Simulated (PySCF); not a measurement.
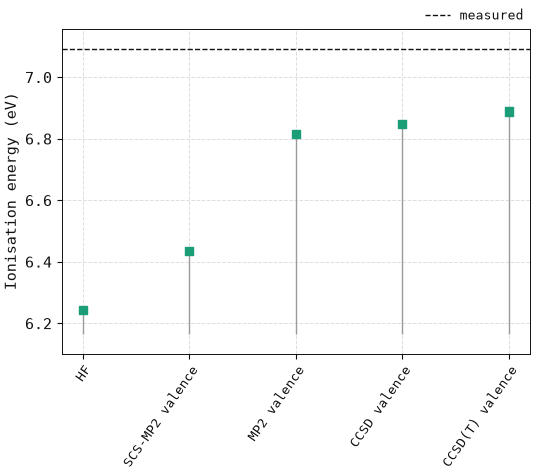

The ionisation energy of an atom or ion with 42 electrons in the configuration [Kr] 4d⁵ 5s by several methods. PySCF, aug-cc-pVTZ-PP with a 28-electron core potential, unrestricted single determinants, no spin-orbit coupling. Methods marked “valence” freeze 8 core electrons.

Which atom or ion is it?

The Mo atom. The values run from 6.243 eV (HF) to 6.888 eV (CCSD(T) valence). The measured value is 7.092 eV; nearest to it come CCSD(T) valence (−0.204) and CCSD valence (−0.244), furthest HF (−0.849 eV).
